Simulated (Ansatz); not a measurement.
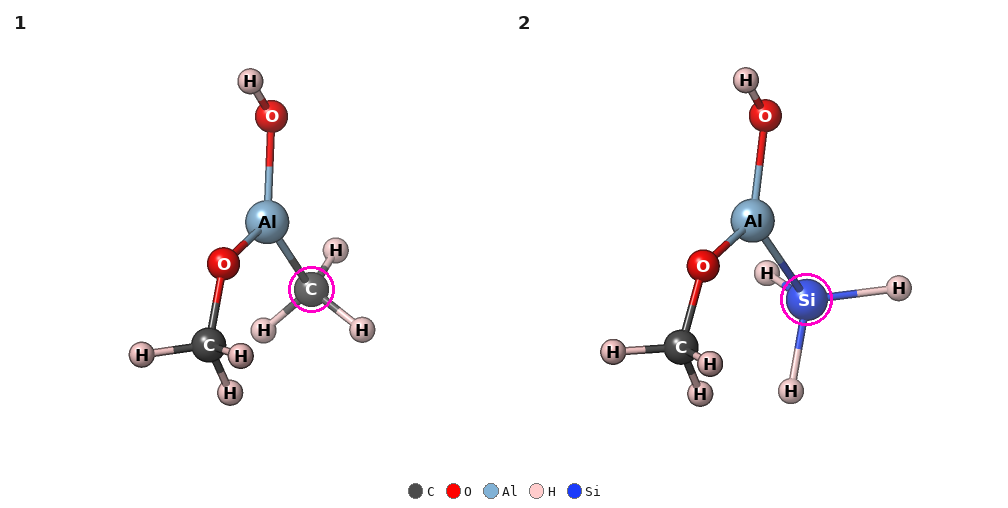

2 molecules with one skeleton, seen from the same side and at one scale; the atom that differs is circled. Each species is neutral and a spin singlet. Computed geometries: PBE0-D4/def2-TZVP optimisations, one conformation each. Properties computed with Ansatz 0.2.0.

One atom differs, called X below: C in panel 1, Si in panel 2. Their formulas are C2H7AlO2 (`C[O][Al]([CH3])[OH]`), CH7AlO2Si (`C[O][Al]([OH])[SiH3]`).

In which is the length of X–Al larger (PBE0-D4/def2-TZVP)?

In panel 2 (X = Si).

In which is the mean length of X–H larger (PBE0-D4/def2-TZVP)?

In panel 2 (X = Si).

Give the values. With PBE0-D4/def2-TZVP: length of X–Al (Å), mean length of X–H (Å), mean angle H–X–H (°). With B3LYP-D4/def2-TZVPP: dipole moment (D), HOMO energy (Kohn–Sham orbital) (eV), HOMO–LUMO gap (eV).

| quantity | 1 (C) | 2 (Si) | 2 − 1 |
| --- | --- | --- | --- |
| length of X–Al (Å) | 1.938 | 2.438 | +0.500 |
| mean length of X–H (Å) | 1.093 | 1.490 | +0.397 |
| mean angle H–X–H (°) | 107.5 | 107.6 | +0.1 |
| dipole moment (D) | 1.20 | 1.43 | +0.23 |
| HOMO energy (Kohn–Sham orbital) (eV) | −7.73 | −7.52 | +0.21 |
| HOMO–LUMO gap (eV) | 7.45 | 6.53 | −0.92 |
